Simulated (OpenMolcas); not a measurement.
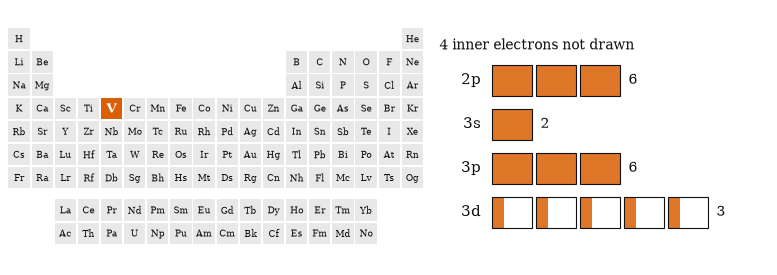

Left, the place of vanadium in the periodic table; right, the outer shells of the leading configuration of the lowest level: a box for each of the 2l + 1 orbitals, shaded by the share of the shell that is filled, with the electron count at the right.

**Multiconfigurational calculation for V²⁺ complex (part 1 of 2)**

- system: V²⁺ with 6 ligands (F; octahedron, 2.224 Å), embedded in NaF by model potentials and point charges, whose field is part of the energies.
- method: state-averaged CASSCF, active space 3 electrons in the shell 3d, basis ANO-RCC-VDZP on the metal and ANO-RCC-VDZP on the ligands, DKH2 scalar Hamiltonian, spin-orbit coupling by RASSI with atomic mean-field integrals (OpenMolcas)

### Input
```
&GATEWAY
Basis set
V.ANO-RCC-VDZP.
V1 0.0 0.0 0.0 Angstrom
End of basis
Basis set
F.ANO-RCC-VDZP.
L1 2.224000 0.000000 0.000000 Angstrom
L2 0.000000 2.224000 0.000000 Angstrom
L3 0.000000 0.000000 2.224000 Angstrom
End of basis
Basis set
Na.EMB-AIMP.Seijo.6s3p.1s1p.ECP.NaF.
PseudoCharge
* 3 symmetry-unique lattice sites within 7.6 angstrom
End of basis
Basis set
Na.EMB-AIMP.Seijo.0s.0s.ECP.NaF.
PseudoCharge
* 36 symmetry-unique lattice sites within 7.6 angstrom
End of basis
Basis set
F.EMB-AIMP.Seijo.0s.0s.ECP.NaF.
PseudoCharge
* 31 symmetry-unique lattice sites within 7.6 angstrom
End of basis
Symmetry
XYZ
AngMom=0.0 0.0 0.0
AMFI
RICD
XField
1025 Angstrom 0
* Evjen-weighted lattice charges
&SEWARD
&RASSCF
FileOrb=start.orb
Symmetry=1
Spin=4
nActEl=3 0 0
Inactive=18 21
Ras2=5 0
CIRoot=10 10 1
SDav=10
CIMx=300
Iter=150 100
PrWF=0.3
OrbListing=Nothing
MaxOrb=0
LevShft=1.0
>>> COPY $Project.JobIph JOB001
&RASSCF
FileOrb=start.orb
Symmetry=1
Spin=2
nActEl=3 0 0
Inactive=18 21
Ras2=5 0
CIRoot=40 40 1
SDav=40
CIMx=300
Iter=150 100
PrWF=0.3
OrbListing=Nothing
MaxOrb=0
LevShft=1.0
>>> COPY $Project.JobIph JOB002
&RASSI
NrOfJobIphs=2 10 40
1 2 3 4 5 6 7 8 9 10
1 2 3 4 5 6 7 8 9 10 11 12 13 14 15 16 17 18 19 20 21 22 23 24 25 26 27
28 29 30 31 32 33 34 35 36 37 38 39 40
IphNames
JOB001
JOB002
EJob
SpinOrbit
DIPRint=1.0
SOCoupling=1000.0
Subsets=2
Property=9
'ANGMOM' 1 'ANGMOM' 2 'ANGMOM' 3 'MLTPL  1' 1 'MLTPL  1' 2 'MLTPL  1' 3
'AMFI' 1 'AMFI' 2 'AMFI' 3
SOProperty=3
'ANGMOM' 1 'ANGMOM' 2 'ANGMOM' 3
```

The file start.orb holds starting orbitals from an earlier step. A driver script formed the levels outside the program, from RASSI's spin-orbit matrix and the active-space energies, averaged over the components of each term or state.

Command:
```bash
OMP_NUM_THREADS=1 MOLCAS_MEM=2457 MOLCAS_PROJECT=a pymolcas a.inp > a.log  # once for each step of the input, in one work folder
```

### Log (extracts)
```
--- SEWARD ---
Basis set label: V.ANO-RCC...5S4P2D1F.

      Electronic valence basis set:
      ------------------
      Associated Effective Charge  23.000000 au
      Associated Actual Charge     23.000000 au
      Nuclear Model: Point charge

      Shell  nPrim  nBasis  Cartesian Spherical Contaminant
         s      21       5        X
         p      15       4        X
         d      10       2                 X
         f       6       1                 X
                  Relativistic Douglas-Kroll-Hess integrals:
                    - DKH order of Hamiltonian: 2
                    - DKH order of Properties : 0
                  Atomic mean-field integrals
--- RASSCF ---
Wave function specifications:
      -----------------------------

      Number of closed shell electrons          78
      Number of electrons in active shells       3
      Max number of holes in RAS1 space          0
      Max nr of electrons in RAS3 space          0
      Number of inactive orbitals               39
      Number of active orbitals                  5
      Number of secondary orbitals              98
      Spin quantum number                      1.5
      State symmetry                             1
Orbital specifications:
      -----------------------

      Symmetry species                           1   2
                                                ag  au
      Frozen orbitals                            0   0
      Inactive orbitals                         18  21
      Active orbitals                            5   0
      RAS1 orbitals                              0   0
      RAS2 orbitals                              5   0
      RAS3 orbitals                              0   0
      Secondary orbitals                        46  52
      Deleted orbitals                           0   0
      Number of basis functions                 69  73
      Number of CSFs                            10
      Number of root(s) required                10
      Iter CI   SX   CI       RASSCF       Energy    max ROT     max BLB   max BLB  Level Ln srch  Step   QN
          iter iter root      energy       change     param      element    value   shift minimum  type update
 Nr of preliminary CI iterations:   1
      Total energies have been shifted. Add                -1000.00 au
        1   1   10    0  -547.53587155    0.00E+00  -7.87E-02    8  35 2 -3.14E-01*  0.68   0.00    SX    NO
        2   1    9    0  -548.13296268   -5.97E-01* -2.87E-02   21  24 2  6.22E-02*  0.71   0.00    SX    NO
        3   1    9    0  -548.16771344   -3.48E-02* -1.32E-02   21  24 2  3.06E-02*  0.73   0.00    SX    NO
        4   1    8    0  -548.17496570   -7.25E-03* -7.15E-03   21  24 2  1.81E-02*  0.74   0.00    SX    NO
        5   1    8    0  -548.17707477   -2.11E-03* -8.82E-03   21  24 2  1.06E-02*  0.75   2.30    LS   YES
        6   1    8    0  -548.17805911   -9.84E-04* -1.89E-03    4  32 2 -2.66E-03*  0.75   1.05    QN   YES
        7   1    7    0  -548.17815418   -9.51E-05* -1.38E-03    6  34 2 -1.90E-03*  0.75   1.74    LS   YES
        8   1    7    0  -548.17817509   -2.09E-05* -3.92E-04    6  34 2 -1.33E-03*  0.75   1.01    QN   YES
        9   1    6    0  -548.17818337   -8.28E-06* -2.40E-04    8  22 1  2.91E-04*  0.75   1.22    QN   YES
       10   1    6    0  -548.17818455   -1.18E-06* -8.99E-05    6  34 2  1.83E-04*  0.75   1.33    QN   YES
       11   1    5    0  -548.17818471   -1.63E-07*  1.76E-05    4  32 2  5.01E-05   0.75   1.16    QN   YES
       12   1    5    0  -548.17818472   -9.03E-09  -4.94E-06    4  22 2 -1.52E-05   0.75   2.50    QN   YES
      Convergence after 12 iterations
       13   1    5    0  -548.17818472    3.13E-10  -4.94E-06   18  53 2 -1.97E-06   0.75   2.50    QN   YES
      Natural orbitals and occupation numbers for root  1
      sym 1:   1.000000   0.000000   1.000000   1.000000   0.000000
      Natural orbitals and occupation numbers for root  2
      sym 1:   0.003078   0.996922   0.003078   0.996922   1.000000
      Natural orbitals and occupation numbers for root  3
      sym 1:   0.997026   0.002974   1.000000   0.002974   0.997026
::    RASSCF root number  1 Total energy:  -1548.24525210
::    RASSCF root number  2 Total energy:  -1548.20585207
::    RASSCF root number  3 Total energy:  -1548.20585207
::    RASSCF root number  4 Total energy:  -1548.20585207
::    RASSCF root number  5 Total energy:  -1548.17892198
::    RASSCF root number  6 Total energy:  -1548.17892198
::    RASSCF root number  7 Total energy:  -1548.17892198
::    RASSCF root number  8 Total energy:  -1548.12742431
::    RASSCF root number  9 Total energy:  -1548.12742431
::    RASSCF root number 10 Total energy:  -1548.12742431
--- RASSCF ---
Wave function specifications:
      -----------------------------

      Number of closed shell electrons          78
      Number of electrons in active shells       3
      Max number of holes in RAS1 space          0
      Max nr of electrons in RAS3 space          0
      Number of inactive orbitals               39
      Number of active orbitals                  5
      Number of secondary orbitals              98
      Spin quantum number                      0.5
      State symmetry                             1
Orbital specifications:
      -----------------------

      Symmetry species                           1   2
                                                ag  au
      Frozen orbitals                            0   0
      Inactive orbitals                         18  21
      Active orbitals                            5   0
      RAS1 orbitals                              0   0
      RAS2 orbitals                              5   0
      RAS3 orbitals                              0   0
      Secondary orbitals                        46  52
      Deleted orbitals                           0   0
      Number of basis functions                 69  73
      Number of CSFs                            40
      Number of root(s) required                40
      Iter CI   SX   CI       RASSCF       Energy    max ROT     max BLB   max BLB  Level Ln srch  Step   QN
          iter iter root      energy       change     param      element    value   shift minimum  type update
 Nr of preliminary CI iterations:   1
      Total energies have been shifted. Add                -1000.00 au
        1   1    9    0  -548.08391733    0.00E+00  -9.15E-03   20  29 1 -8.95E-03*  0.73   0.00    SX    NO
        2   1    9    0  -548.08482555   -9.08E-04*  2.28E-03    7  34 2 -8.96E-03*  0.72   0.00    SX    NO
        3   1    8    0  -548.08498245   -1.57E-04*  1.35E-03    7  34 2 -2.17E-03*  0.72   0.00    SX    NO
        4   1    8    0  -548.08501859   -3.61E-05*  5.94E-04    7  34 2 -1.12E-03*  0.72   0.00    SX    NO
        5   1    7    0  -548.08502789   -9.30E-06*  6.44E-04   14  21 1  6.07E-04*  0.72   2.09    LS   YES
        6   1    6    0  -548.08503129   -3.40E-06* -5.23E-05    7  34 2  3.15E-04*  0.72   0.99    QN   YES
        7   1    6    0  -548.08503144   -1.47E-07* -4.55E-05    7  34 2  7.17E-05   0.72   1.87    LS   YES
        8   1    6    0  -548.08503147   -2.76E-08* -1.58E-05    9  32 2 -1.40E-04*  0.72   0.79    QN   YES
        9   1    5    0  -548.08503148   -1.30E-08*  4.32E-06   19  22 2  9.34E-06   0.72   1.05    QN   YES
       10   1    4    0  -548.08503148   -5.09E-10   5.70E-06   10  24 1  5.53E-06   0.72   2.50    QN   YES
      Convergence after 10 iterations
       11   1    4    0  -548.08503148   -4.87E-10   5.70E-06    9  32 2  1.52E-06   0.72   2.50    QN   YES
      Natural orbitals and occupation numbers for root  1
      sym 1:   0.020024   0.939511   0.980496   1.002825   0.057144
      Natural orbitals and occupation numbers for root  2
      sym 1:   0.057144   1.009043   0.968058   0.945730   0.020024
      Natural orbitals and occupation numbers for root  3
      sym 1:   0.037055   0.988273   0.982660   0.952043   0.039969
::    RASSCF root number  1 Total energy:  -1548.17018553
::    RASSCF root number  2 Total energy:  -1548.17018553
::    RASSCF root number  3 Total energy:  -1548.16644248
::    RASSCF root number  4 Total energy:  -1548.16644248
::    RASSCF root number  5 Total energy:  -1548.16644248
::    RASSCF root number  6 Total energy:  -1548.14325716
::    RASSCF root number  7 Total energy:  -1548.14325716
::    RASSCF root number  8 Total energy:  -1548.14325716
::    RASSCF root number  9 Total energy:  -1548.14179723
::    RASSCF root number 10 Total energy:  -1548.12827501
::    RASSCF root number 11 Total energy:  -1548.12827501
::    RASSCF root number 12 Total energy:  -1548.12827501
::    RASSCF root number 13 Total energy:  -1548.12519843
::    RASSCF root number 14 Total energy:  -1548.12519843
::    RASSCF root number 15 Total energy:  -1548.12519843
::    RASSCF root number 16 Total energy:  -1548.11721432
::    RASSCF root number 17 Total energy:  -1548.11721432
::    RASSCF root number 18 Total energy:  -1548.10263675
::    RASSCF root number 19 Total energy:  -1548.10263675
::    RASSCF root number 20 Total energy:  -1548.10263675
::    RASSCF root number 21 Total energy:  -1548.08520210
::    RASSCF root number 22 Total energy:  -1548.08520210
::    RASSCF root number 23 Total energy:  -1548.08520210
::    RASSCF root number 24 Total energy:  -1548.08180428
::    RASSCF root number 25 Total energy:  -1548.08180428
::    RASSCF root number 26 Total energy:  -1548.08180427
::    RASSCF root number 27 Total energy:  -1548.05699169
::    RASSCF root number 28 Total energy:  -1548.05407559
::    RASSCF root number 29 Total energy:  -1548.05407559
::    RASSCF root number 30 Total energy:  -1548.05285323
```

(Continued in part 2.) Outcome of the run: converged.
